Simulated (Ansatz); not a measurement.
**SnH4Se3: single points with varied inputs**

How do the results and run time of SnH4Se3 respond when the settings are drawn wide?

Method: the settings change from run to run; program: Ansatz 0.2.0, Gaussian basis.

1 further run of the same task is left out (for a known fault of the program). Runs told in other sessions of the task aren't counted.

## (1) The molecule

The geometry comes from an earlier relaxation with PBE0-D4 in a triple-zeta def2 set; it is a stationary point, not always the lowest conformer. Sn takes a core potential in def2 sets; no spin-orbit term is included.

SMILES `[SeH][SnH]([SeH])[SeH]`, 8 atoms, charge 0, spin multiplicity 1.

Atoms are counted from 1 here; the program's logs count them from 0.

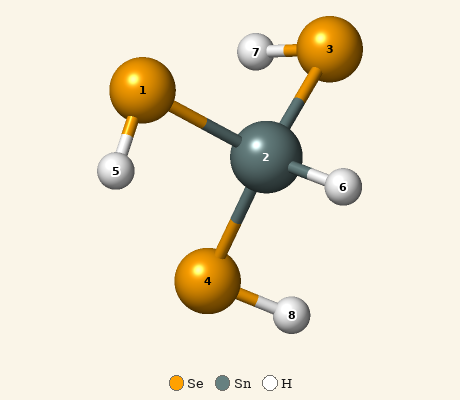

The structure; selenium orange, tin teal, hydrogen white; atoms are numbered from 1 in the order of the file.

## (2) PBEsol/def2-SVP

This run has atoms shaken by 0.08 Å, D3(BJ) dispersion, high accuracy.

in.yaml

```yaml
crystal:
  periodic: [false, false, false]
  atoms:
    - {symbol: Se, position_ang: [-0.547830, 1.552674, -1.857193]}
    - {symbol: Sn, position_ang: [0.091989, 0.335129, 0.372117]}
    - {symbol: Se, position_ang: [2.503518, 0.065698, 0.288431]}
    - {symbol: Se, position_ang: [-1.226439, -1.761911, 0.353585]}
    - {symbol: H, position_ang: [-2.057187, 1.452987, -1.386563]}
    - {symbol: H, position_ang: [-0.252683, 1.436016, 1.639476]}
    - {symbol: H, position_ang: [2.403172, -0.965728, -0.846924]}
    - {symbol: H, position_ang: [-0.944914, -1.923321, 1.764085]}
basis:
  gaussian: {orbitals: def2-SVP}
hamiltonian: {xc: {name: PBEsol}, dispersion: d3bj}
accuracy: high
output: {forces: true}
```

Started as:

```sh
$ ansatz run in.yaml --threads 4 --pin off --events-out ev --progress --plain --max-ram 11315MiB
```

The log of the run, shortened:

```text
Functional definition: PBEsol
  name "PBEsol"
  cite "Perdew et al., Phys. Rev. Lett. 100, 136406 (2008) doi:10.1103/PhysRevLett.100.136406"
  cite "Perdew, Burke & Ernzerhof, Phys. Rev. Lett. 77, 3865 (1996) doi:10.1103/PhysRevLett.77.3865"
  parent pbesol
[...]
2903 factors; integrals over basis functions are off by at most 1.3e-8 eV
[...]
mean field -201755.61446620 eV, -7414.3820767656 hartree, gradient 3.1e-8 eV, S^2 0.000000; 0 other end points of the search recorded, 0 dependent functions left out
[...]
reference -201755.61446989 eV, -7414.3820769011 hartree; 64, 64 occupied and 78, 78 virtual orbitals, 2903 factors
Total energy: -201755.77065472 eV, -7414.3878165880 hartree
Atom 0 at    -0.547830     1.552674    -1.857193 Å, force    -1.430781    -0.446802     0.996831 eV/Å
Atom 1 at     0.091989     0.335129     0.372117 Å, force    -1.004520     1.233480    -0.882437 eV/Å
Atom 2 at     2.503518     0.065698     0.288431 Å, force     1.387917    -0.853011    -0.657389 eV/Å
Atom 3 at    -1.226439    -1.761911     0.353585 Å, force    -0.521523    -0.464565    -0.750945 eV/Å
Atom 4 at    -2.057187     1.452987    -1.386563 Å, force     1.451706     0.138368    -0.555448 eV/Å
Atom 5 at    -0.252683     1.436016     1.639476 Å, force    -0.038508    -0.041184     0.259650 eV/Å
Atom 6 at     2.403172    -0.965728    -0.846924 Å, force     0.036048     0.636939     0.711176 eV/Å
Atom 7 at    -0.944914    -1.923321     1.764085 Å, force     0.119661    -0.203225     0.878562 eV/Å
Dipole moment:    -0.048902    -0.164121     0.308411 e Å
```

Run time: 7.5 s. Hardware: 4 threads of Arm Neoverse V2, shared host.

Largest force 1.819 eV/Å, dipole 1.69 D.

## (3) r2SCAN0/STO-3G

Options: the search for lower states set to full.

in.yaml

```yaml
crystal:
  periodic: [false, false, false]
  atoms:
    - {symbol: Se, position_ang: [-0.614715, 1.558321, -1.838105]}
    - {symbol: Sn, position_ang: [0.093353, 0.394363, 0.287851]}
    - {symbol: Se, position_ang: [2.577404, -0.019698, 0.132164]}
    - {symbol: Se, position_ang: [-1.251568, -1.744537, 0.354855]}
    - {symbol: H, position_ang: [-2.036791, 1.401233, -1.497626]}
    - {symbol: H, position_ang: [-0.160138, 1.328464, 1.694519]}
    - {symbol: H, position_ang: [2.374694, -0.992798, -0.949606]}
    - {symbol: H, position_ang: [-0.890140, -1.982449, 1.760147]}
basis:
  gaussian: {orbitals: STO-3G}
hamiltonian: {xc: {name: r2SCAN0}}
scf: {lower_state_search: full}
output: {forces: true}
```

The command is unchanged.

The log of the run, shortened:

```text
Functional definition: r2SCAN0
  name "r2SCAN0"
  cite "Bursch, Neugebauer, Ehlert & Grimme, J. Chem. Phys. 156, 134105 (2022) doi:10.1063/5.0086040"
  cite "Furness, Kaplan, Ning, Perdew & Sun, J. Phys. Chem. Lett. 11, 8208 (2020) doi:10.1021/acs.jpclett.0c02405"
  cite "Furness, Kaplan, Ning, Perdew & Sun, J. Phys. Chem. Lett. 11, 9248 (2020) doi:10.1021/acs.jpclett.0c03077"
  parent r2scan
[...]
959 factors; integrals over basis functions are off by at most 3.1e-5 eV
[...]
mean field -356284.90269030 eV, -13093.2286752876 hartree, gradient 6.9e-5 eV, S^2 0.000000; 0 other end points of the search recorded, 0 dependent functions left out
[...]
reference -356284.90269550 eV, -13093.2286754790 hartree; 78, 78 occupied and 7, 7 virtual orbitals, 959 factors
Total energy: -356284.90269550 eV, -13093.2286754790 hartree
Atom 0 at    -0.614715     1.558321    -1.838105 Å, force    -0.405765    -0.224995     0.567749 eV/Å
Atom 1 at     0.093353     0.394363     0.287851 Å, force     0.085370     0.479811     0.490903 eV/Å
Atom 2 at     2.577404    -0.019698     0.132164 Å, force    -0.710649    -0.321446    -0.300588 eV/Å
Atom 3 at    -1.251568    -1.744537     0.354855 Å, force     0.451983     0.346497     0.564570 eV/Å
Atom 4 at    -2.036791     1.401233    -1.497626 Å, force     0.441675     0.084907    -0.180103 eV/Å
Atom 5 at    -0.160138     1.328464     1.694519 Å, force     0.109775    -0.678156    -0.997010 eV/Å
Atom 6 at     2.374694    -0.992798    -0.949606 Å, force     0.204376     0.294488     0.301609 eV/Å
Atom 7 at    -0.890140    -1.982449     1.760147 Å, force    -0.176765     0.018894    -0.447129 eV/Å
Dipole moment:    -0.231125    -0.031015     0.386987 e Å
```

Run time: 3.3 s. Hardware: 4 threads of Arm Neoverse V2, shared host.

Largest force 1.211 eV/Å, dipole 2.17 D.

## (4) CAM-B3LYP/def2-mTZVP

Set apart from the defaults: the search for lower states set to off.

in.yaml: that of step 3 with these lines changed.

```diff
@@ -12,5 +12,4 @@
 basis:
-  gaussian: {orbitals: STO-3G}
-hamiltonian: {xc: {name: r2SCAN0}}
-scf: {lower_state_search: full}
-output: {forces: true}
+  gaussian: {orbitals: def2-mTZVP}
+hamiltonian: {xc: {name: CAM-B3LYP}}
+scf: {lower_state_search: off}
```

Launched as before.

The log of the run, shortened:

```text
Functional definition: CAM-B3LYP
  name "CAM-B3LYP"
  cite "Yanai, Tew & Handy, Chem. Phys. Lett. 393, 51 (2004) doi:10.1016/j.cplett.2004.06.011"
  cite "Iikura, Tsuneda, Yanai & Hirao, J. Chem. Phys. 115, 3540 (2001) doi:10.1063/1.1383587"
  cite "Becke, Phys. Rev. A 38, 3098 (1988) doi:10.1103/PhysRevA.38.3098"
  cite "Lee, Yang & Parr, Phys. Rev. B 37, 785 (1988) doi:10.1103/PhysRevB.37.785"
  cite "Vosko, Wilk & Nusair, Can. J. Phys. 58, 1200 (1980) doi:10.1139/p80-159"
[...]
  # Exact exchange under (alpha + beta erf(omega r))/r, Becke's under what is left of 1/r.
[...]
1556 factors; integrals over basis functions are off by at most 5.5e-4 eV
417 factors; integrals over basis functions are off by at most 5.6e-6 eV
[...]
mean field -201956.90536966 eV, -7421.7793810278 hartree, gradient 3.1e-6 eV, S^2 0.000000; 0 other end points of the search recorded, 0 dependent functions left out
reference -201956.90551160 eV, -7421.7793862440 hartree; 64, 64 occupied and 92, 92 virtual orbitals, 1556 factors
Total energy: -201956.90551160 eV, -7421.7793862440 hartree
Checks for a lower state left out: stability, starts, cluster_reference, orbital_swaps, neighbouring_geometries, increment
```

It took 2.9 s on 4 threads of Arm Neoverse V2, shared host.

## (5) BLYP/def2-TZVPD

in.yaml: that of step 4 with these lines changed.

```diff
@@ -12,4 +12,4 @@
 basis:
-  gaussian: {orbitals: def2-mTZVP}
-hamiltonian: {xc: {name: CAM-B3LYP}}
-scf: {lower_state_search: off}
+  gaussian: {orbitals: def2-TZVPD}
+hamiltonian: {xc: {name: BLYP}}
+output: {forces: true}
```

The command is unchanged.

The log of the run, shortened:

```text
Functional definition: BLYP
  name "BLYP"
  cite "Becke, Phys. Rev. A 38, 3098 (1988) doi:10.1103/PhysRevA.38.3098"
  cite "Lee, Yang & Parr, Phys. Rev. B 37, 785 (1988) doi:10.1103/PhysRevB.37.785"
[...]
1877 factors; their error is unknown
[...]
mean field -201949.34611695 eV, -7421.5015836145 hartree, gradient 2.4e-5 eV, S^2 0.000000; 0 other end points of the search recorded, 0 dependent functions left out
[...]
reference -201949.34657999 eV, -7421.5016006309 hartree; 64, 64 occupied and 199, 199 virtual orbitals, 1877 factors
Total energy: -201949.34657999 eV, -7421.5016006309 hartree
Atom 0 at    -0.614715     1.558321    -1.838105 Å, force     0.098030     0.356522    -0.611145 eV/Å
Atom 1 at     0.093353     0.394363     0.287851 Å, force    -0.054987     0.153073     0.261051 eV/Å
Atom 2 at     2.577404    -0.019698     0.132164 Å, force     0.702902     0.116338     0.206868 eV/Å
Atom 3 at    -1.251568    -1.744537     0.354855 Å, force    -0.442928    -0.502671    -0.243662 eV/Å
Atom 4 at    -2.036791     1.401233    -1.497626 Å, force    -0.319477    -0.010312     0.043857 eV/Å
Atom 5 at    -0.160138     1.328464     1.694519 Å, force    -0.031361     0.174519     0.262772 eV/Å
Atom 6 at     2.374694    -0.992798    -0.949606 Å, force    -0.011652    -0.207904    -0.231123 eV/Å
Atom 7 at    -0.890140    -1.982449     1.760147 Å, force     0.059472    -0.079565     0.311383 eV/Å
Dipole moment:    -0.084223     0.000138     0.170777 e Å
```

Run time: 6.5 s. Hardware: 4 threads of Arm Neoverse V2, shared host; peak memory 0.54 GiB.

Largest force 0.742 eV/Å, dipole 0.91 D.

## (6) wB97M-V/def2-SVP

in.yaml: that of step 5 with these lines changed.

```diff
@@ -12,4 +12,4 @@
 basis:
-  gaussian: {orbitals: def2-TZVPD}
-hamiltonian: {xc: {name: BLYP}}
+  gaussian: {orbitals: def2-SVP}
+hamiltonian: {xc: {name: wB97M-V}}
 output: {forces: true}
```

Same command.

The log of the run, shortened:

```text
Functional definition: wB97M-V
  name "wB97M-V"
  cite "Mardirossian & Head-Gordon, J. Chem. Phys. 144, 214110 (2016) doi:10.1063/1.4952647"
  cite "Becke, J. Chem. Phys. 107, 8554 (1997) doi:10.1063/1.475007"
  cite "Vydrov & Van Voorhis, J. Chem. Phys. 133, 244103 (2010) doi:10.1063/1.3521275"
  # Of w^i u^j: cxij and so on, Table III.
[...]
  gx(w, u) = 1 - cx + cx01*u + cx10*w
  gss(w, u) = css00 + css04*u^4 + css10*w + css20*w^2 + css43*w^4*u^3
  gos(w, u) = cos00 + cos10*w + (cos20 + cos21*u)*w^2 + (cos60 + cos61*u)*w^6
[...]
      + integral(e_c_pw_mod_opposite_spin*gos(b97_w_opposite, b97_u_opposite)) + vv10(b, c)
1473 factors; integrals over basis functions are off by at most 1.2e-3 eV
312 factors; integrals over basis functions are off by at most 4.9e-6 eV
[...]
reference -201911.27379950 eV, -7420.1024517546 hartree; 64, 64 occupied and 78, 78 virtual orbitals, 1473 factors
Total energy: -201911.27379950 eV, -7420.1024517546 hartree
Atom 0 at    -0.614715     1.558321    -1.838105 Å, force    -0.021286     0.001399     0.003195 eV/Å
Atom 1 at     0.093353     0.394363     0.287851 Å, force     0.006671     0.040719     0.042639 eV/Å
Atom 2 at     2.577404    -0.019698     0.132164 Å, force    -0.015466    -0.026961    -0.019779 eV/Å
Atom 3 at    -1.251568    -1.744537     0.354855 Å, force     0.019640    -0.002810     0.021938 eV/Å
Atom 4 at    -2.036791     1.401233    -1.497626 Å, force     0.011754     0.003566    -0.012642 eV/Å
Atom 5 at    -0.160138     1.328464     1.694519 Å, force    -0.004559    -0.019822    -0.027803 eV/Å
Atom 6 at     2.374694    -0.992798    -0.949606 Å, force     0.013658     0.007224     0.008836 eV/Å
Atom 7 at    -0.890140    -1.982449     1.760147 Å, force    -0.010412    -0.003314    -0.016384 eV/Å
Dipole moment:    -0.128802    -0.019706     0.218276 e Å
```

Run time: 13 s. Hardware: 4 threads of Arm Neoverse V2, shared host; peak memory 0.63 GiB.

Largest force 0.059 eV/Å, dipole 1.22 D.

## (7) PBE0/def2-mTZVPP

Set apart from the defaults: charge -1, multiplicity 2, the search for lower states set to light.

in.yaml: that of step 6 with these lines changed.

```diff
@@ -12,4 +12,6 @@
 basis:
-  gaussian: {orbitals: def2-SVP}
-hamiltonian: {xc: {name: wB97M-V}}
-output: {forces: true}
+  gaussian: {orbitals: def2-mTZVPP}
+total_charge: -1
+magnetization: {spin_polarized: true, initial_magnetization: 1}
+hamiltonian: {xc: {name: PBE0}}
+scf: {lower_state_search: light}
```

Same command.

The log of the run:

```text
Functional definition: PBE0
  name "PBE0"
  cite "Adamo & Barone, J. Chem. Phys. 110, 6158 (1999) doi:10.1063/1.478522"
  cite "Perdew, Burke & Ernzerhof, Phys. Rev. Lett. 77, 3865 (1996) doi:10.1103/PhysRevLett.77.3865"
  parent pbe
  parameter a = 0.25
  parameter kappa = 0.804
  parameter beta = 0.06672455060314922
  exchange = (1 - a)*pbe_x(kappa = kappa, mu = beta*pi^2/3) + a*exact_x
  correlation = pbe_c(beta = beta)
1608 factors; integrals over basis functions are off by at most 1.1e-3 eV
mean field evaluation 1: about -201924.3318 eV, gradient 1.3e1 eV
mean field evaluation 2: about -201924.4185 eV, gradient 1.1e1 eV
mean field evaluation 4: about -201924.9513 eV, gradient 3.0e-1 eV
mean field evaluation 8: about -201924.9932 eV, gradient 4.2e-2 eV
mean field evaluation 16: about -201924.9933 eV, gradient 1.6e-4 eV
mean field -201924.99325749 eV, -7420.6066325363 hartree, gradient 7.2e-5 eV, S^2 0.753764; 0 other end points of the search recorded, 0 dependent functions left out
reference -201924.99329522 eV, -7420.6066339228 hartree; 65, 64 occupied and 99, 100 virtual orbitals, 1608 factors
Total energy: -201924.99329522 eV, -7420.6066339228 hartree
```

It took 7.5 s on 4 threads of Arm Neoverse V2, shared host; peak memory 0.92 GiB.

⟨S²⟩ 0.754.

## (8) wPBEh/x2c-TZVPPall

in.yaml: that of step 7 with these lines changed.

```diff
@@ -12,6 +12,4 @@
 basis:
-  gaussian: {orbitals: def2-mTZVPP}
-total_charge: -1
-magnetization: {spin_polarized: true, initial_magnetization: 1}
-hamiltonian: {xc: {name: PBE0}}
-scf: {lower_state_search: light}
+  gaussian: {orbitals: x2c-TZVPPall}
+hamiltonian: {xc: {name: wPBEh}}
+output: {forces: true}
```

Same command.

The log of the run, shortened:

```text
Functional definition: wPBEh
  name "wPBEh"
  cite "Heyd, Scuseria & Ernzerhof, J. Chem. Phys. 118, 8207 (2003) doi:10.1063/1.1564060"
  cite "Krukau, Vydrov, Izmaylov & Scuseria, J. Chem. Phys. 125, 224106 (2006) doi:10.1063/1.2404663"
  cite "Heyd & Scuseria, J. Chem. Phys. 120, 7274 (2004) doi:10.1063/1.1668634"
  cite "Ernzerhof & Perdew, J. Chem. Phys. 109, 3313 (1998) doi:10.1063/1.476928"
  cite "Perdew, Burke & Ernzerhof, Phys. Rev. Lett. 77, 3865 (1996) doi:10.1103/PhysRevLett.77.3865"
  parent pbe
[...]
2164 factors; their error is unknown
119 factors; integrals over basis functions are off by at most 5.2e-7 eV
[...]
mean field -366470.49267625 eV, -13467.5422032305 hartree, gradient 2.3e-5 eV, S^2 0.000000; 0 other end points of the search recorded, 0 dependent functions left out
[...]
reference -366470.49271743 eV, -13467.5422047437 hartree; 78, 78 occupied and 182, 182 virtual orbitals, 2164 factors
Total energy: -366470.49271743 eV, -13467.5422047437 hartree
Relativity: scalar
Atom 0 at    -0.614715     1.558321    -1.838105 Å, force    -0.056915     0.043084    -0.066993 eV/Å
Atom 1 at     0.093353     0.394363     0.287851 Å, force    -0.011912    -0.028241    -0.005180 eV/Å
Atom 2 at     2.577404    -0.019698     0.132164 Å, force     0.090177    -0.027572    -0.024827 eV/Å
Atom 3 at    -1.251568    -1.744537     0.354855 Å, force    -0.042790    -0.074874     0.041415 eV/Å
Atom 4 at    -2.036791     1.401233    -1.497626 Å, force     0.036250     0.004136    -0.001800 eV/Å
Atom 5 at    -0.160138     1.328464     1.694519 Å, force    -0.004820     0.042482     0.060776 eV/Å
Atom 6 at     2.374694    -0.992798    -0.949606 Å, force    -0.002478     0.030449     0.031477 eV/Å
Atom 7 at    -0.890140    -1.982449     1.760147 Å, force    -0.007513     0.010536    -0.034867 eV/Å
Dipole moment:    -0.093842    -0.009318     0.175825 e Å
```

It took 14 s on 4 threads of Arm Neoverse V2, shared host; peak memory 1.5 GiB.

Largest force 0.098 eV/Å, dipole 0.96 D.

## (9) All runs side by side

```csv
level,charge,multiplicity,geometry,functions,energy (eV),time
PBEsol/def2-SVP,0,1,shaken,142,-201755.771,7.5 s
r2SCAN0/STO-3G,0,1,relaxed,85,-356284.903,3.3 s
CAM-B3LYP/def2-mTZVP,0,1,relaxed,156,-201956.906,2.9 s
BLYP/def2-TZVPD,0,1,relaxed,263,-201949.347,6.5 s
wB97M-V/def2-SVP,0,1,relaxed,142,-201911.274,13 s
PBE0/def2-mTZVPP,-1,2,relaxed,164,-201924.993,7.5 s
wPBEh/x2c-TZVPPall,0,1,relaxed,260,-366470.493,14 s
```

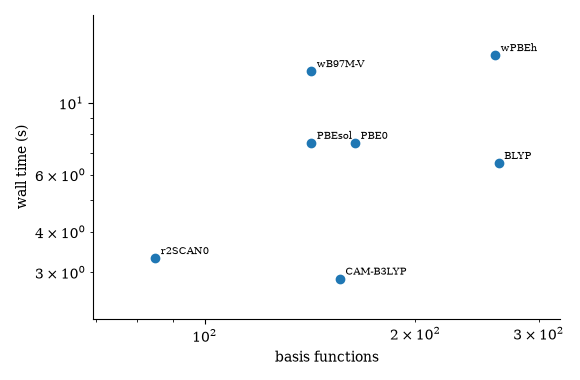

Wall time against the number of basis functions (shared host).

## (10) Outcome

```
                                         quantity                        value
                                             runs                            7
                                         quickest  CAM-B3LYP/def2-mTZVP, 2.9 s
                                          slowest     wPBEh/x2c-TZVPPall, 14 s
spread of total energies, same state and geometry                  164559.2 eV
                  dipole, same state and geometry               0.91 to 2.17 D
```

In words: Run time spans a factor of 5, from CAM-B3LYP/def2-mTZVP to wPBEh/x2c-TZVPPall. The jobs differ in tasks and options as well as level. The totals spread over 164559 eV; they can't be compared across methods or bases. Some of these runs are scalar-relativistic and others not, which shifts the totals of all-electron atoms past neon by several eV an atom and more; core potentials, where a basis has them, take the core out of the total altogether. At the PBE0-D4/def2-TZVP geometry and in the same state, the sound runs without point charges leave forces up to 1.21 eV/Å (r2SCAN0/STO-3G), against 1.8 eV/Å where the atoms were moved. At that geometry and state the dipole changes by 137 % between the lowest and highest value.
